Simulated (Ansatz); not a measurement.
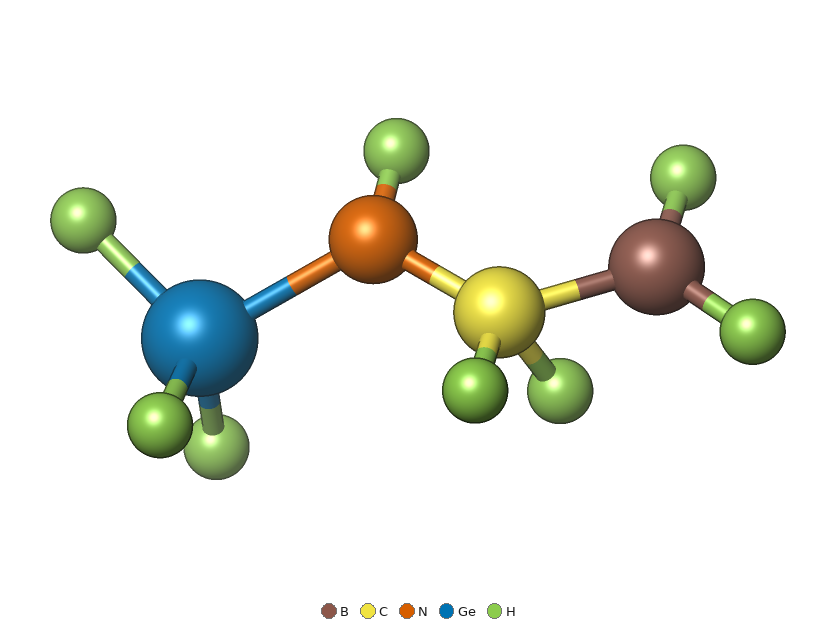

Rendered structure (ball-and-stick style).

Count the atoms of each element.

CH₈BGeN, 12 atoms: 1 carbon, 8 hydrogen, 1 boron, 1 germanium and 1 nitrogen.

Count the bonded pairs by element.

3 Ge–H, 2 B–H, 2 C–H, 1 C–B, 1 C–N, 1 Ge–N, 1 N–H.

Name functional groups in it.

Among them: B–H bond.

What is its SMILES?

BC[NH][GeH3]

More results for the same structure follow; atom numbers are the same in all pictures, views and colours differ. Computed geometry: PBE0-D4/def2-TZVP optimisation.

### Shape

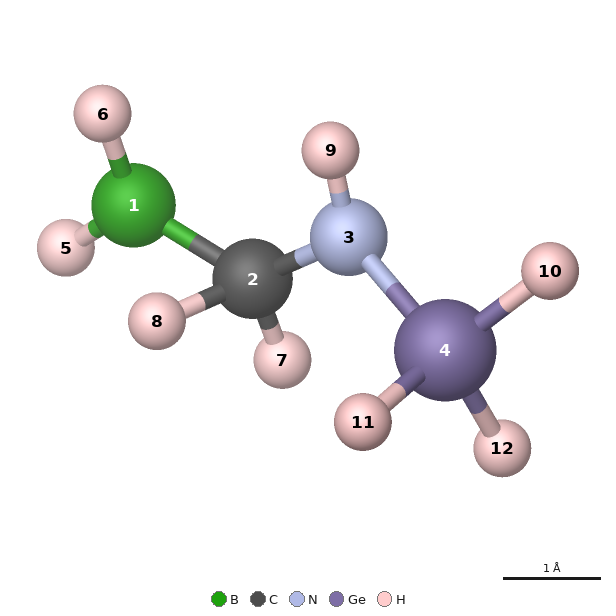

Atoms carry their numbers in the input.

List the bonds and their lengths.

| bond | length (Å) |
| --- | --- |
| B1–C2 | 1.501 |
| B1–H5 | 1.195 |
| B1–H6 | 1.199 |
| C2–N3 | 1.401 |
| C2–H7 | 1.091 |
| C2–H8 | 1.216 |
| N3–Ge4 | 1.842 |
| N3–H9 | 1.009 |
| Ge4–H10 | 1.534 |
| Ge4–H11 | 1.545 |
| Ge4–H12 | 1.536 |

### Charges

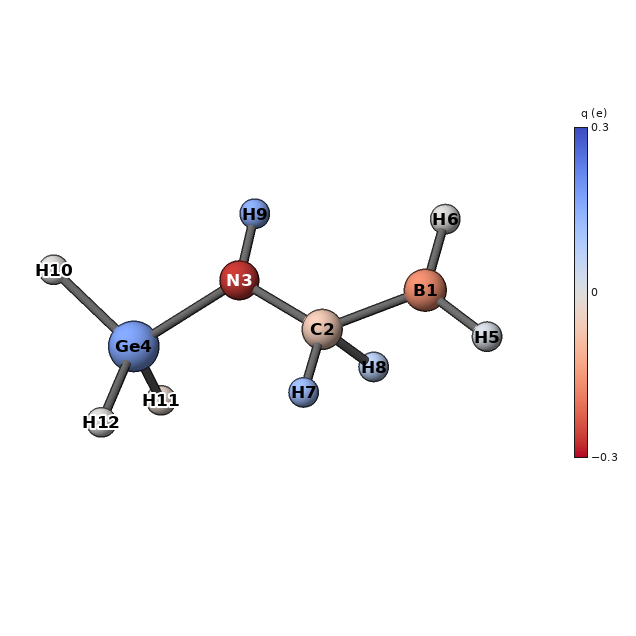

Atoms are coloured by their Mulliken charges. Properties computed with RKS PBE-D4/def2-TZVPP (Ansatz 0.2.0).

List the Mulliken charges.

```csv
atom,value (e)
B1,−0.16
C2,−0.06
N3,−0.26
Ge4,0.17
H5,0.02
H6,0.00
H7,0.12
H8,0.07
H9,0.15
H10,0.00
H11,−0.02
H12,0.00
```

### Levels of theory compared

Program: Ansatz 0.2.0.

Tabulate HOMO–LUMO gap (eV) at these levels: B97M-V/def2-TZVPP; BHLYP-D4/def2-TZVPP; CAM-B3LYP-D4/def2-TZVPP; HSE06 (plane-wave form)-D4/def2-TZVPP; PBE0-D4/def2-QZVPP; PBE0-D4/def2-TZVPP; SPW92 (LDA)/def2-TZVPP; r2SCAN-D4/def2-TZVPP; revPBE-D4/def2-TZVPP; ωB97M-V/def2-QZVPP; ωB97M-V/def2-TZVPP.

```csv
level,HOMO–LUMO gap (eV)
B97M-V/def2-TZVPP,5.25
BHLYP-D4/def2-TZVPP,8.87
CAM-B3LYP-D4/def2-TZVPP,9.12
HSE06 (plane-wave form)-D4/def2-TZVPP,6.00
PBE0-D4/def2-QZVPP,6.72
PBE0-D4/def2-TZVPP,6.77
SPW92 (LDA)/def2-TZVPP,4.50
r2SCAN-D4/def2-TZVPP,5.21
revPBE-D4/def2-TZVPP,4.67
ωB97M-V/def2-QZVPP,10.54
ωB97M-V/def2-TZVPP,10.80
```

### Dipole moment

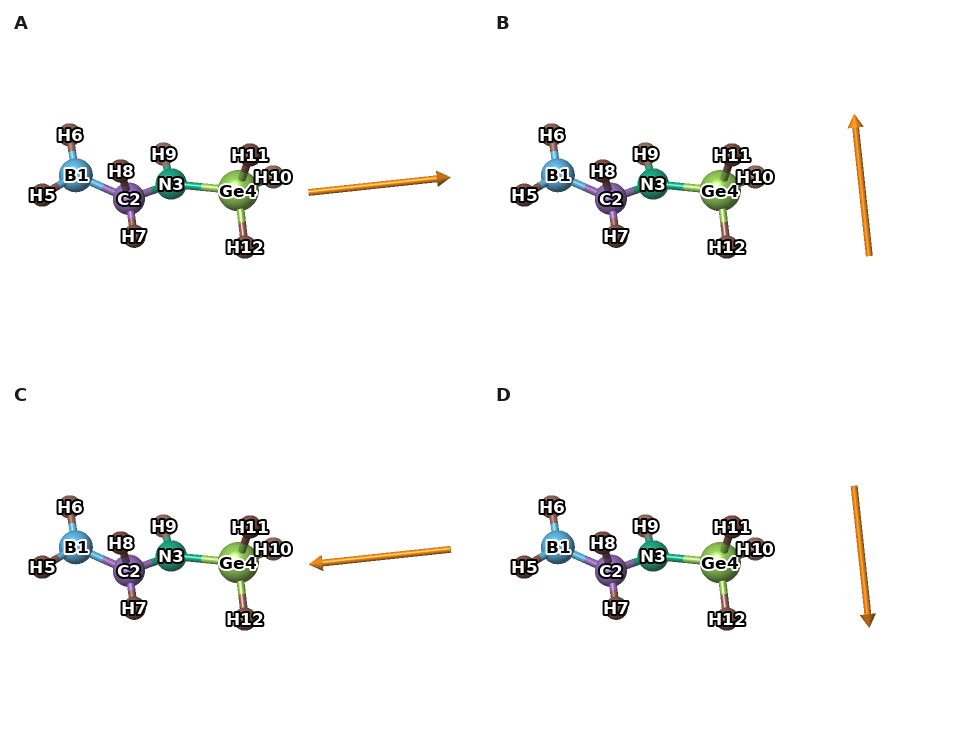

The same molecule four times, each with an arrow. Method: RKS B3LYP-D4/def2-TZVPP (Ansatz 0.2.0).

Which arrow points along the dipole moment, from the negative to the positive end?

A. The dipole moment is 1.57 D; it points from the side of H5 to the side of H10 (the outermost atoms at the two ends).

Mulliken values depend strongly on the basis set and can even reverse the polarity of a bond.
